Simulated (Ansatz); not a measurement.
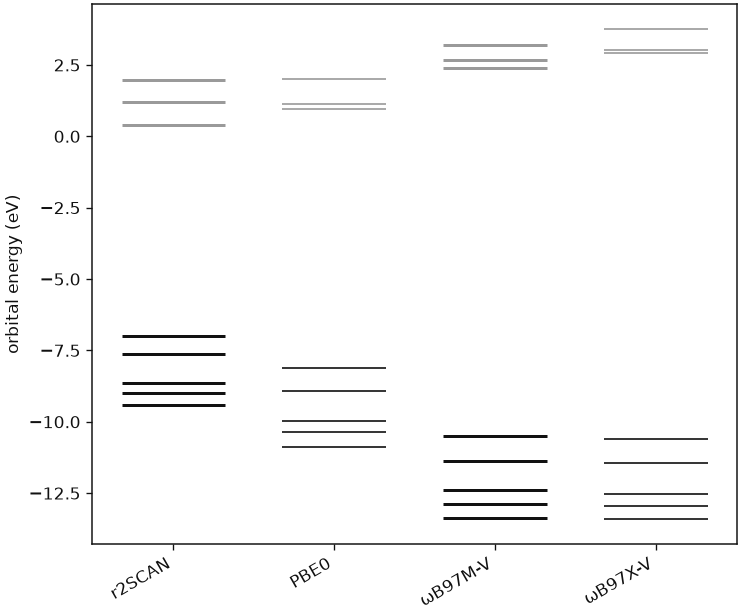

Frontier orbital energies of CH₅BFNO, SMILES NBOCF at one geometry, def2-TZVPP, the Ansatz code, at a PBE0-D4/def2-TZVP geometry (no frequency check). Empty levels are grey, levels within 0.1 eV stand side by side; all columns show the same few orbitals around the gap.

Question: Compare the HOMO-LUMO separations.

Answer: The separation grows from 7.40 eV (r2SCAN) to 13.51 eV (ωB97X-V).

| level | HOMO (eV) | LUMO (eV) | separation (eV) |
| --- | --- | --- | --- |
| r2SCAN | −6.99 | 0.41 | 7.40 |
| PBE0 | −8.13 | 0.97 | 9.09 |
| ωB97M-V | −10.51 | 2.38 | 12.90 |
| ωB97X-V | −10.59 | 2.92 | 13.51 |

Limits of at least one run: empty levels above zero depend strongly on the basis; one conformer of a flexible molecule.
